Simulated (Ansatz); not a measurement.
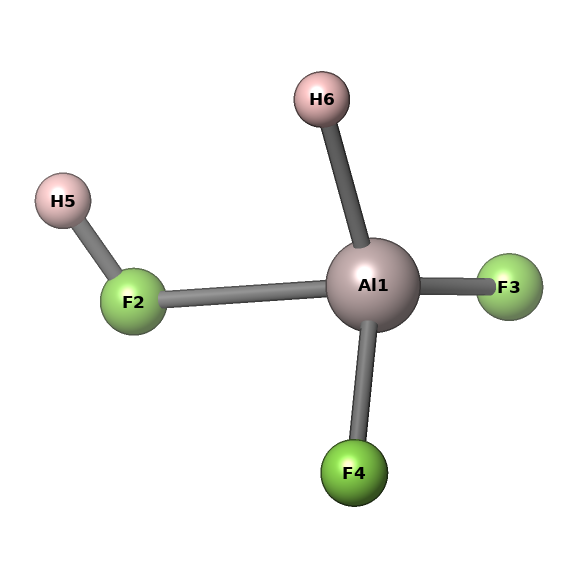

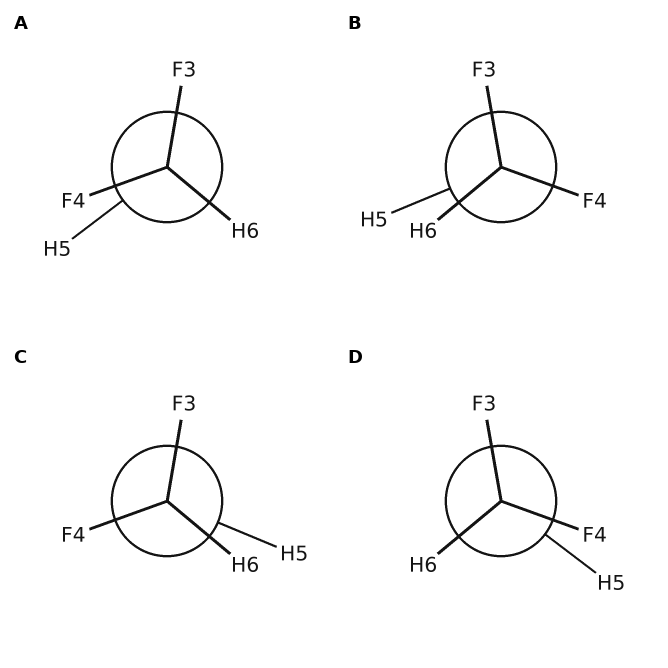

Atoms fade into the background with distance from the viewer. Bonds that would overlap in a projection are set slightly apart. Computed geometry: PBE0-D4/def2-TZVP optimisation.

> Which Newman projection shows the view along Al1–F2, with Al1 in front?

B. The torsion angle F3–Al1–F2–H5 is −120°, anticlinal.
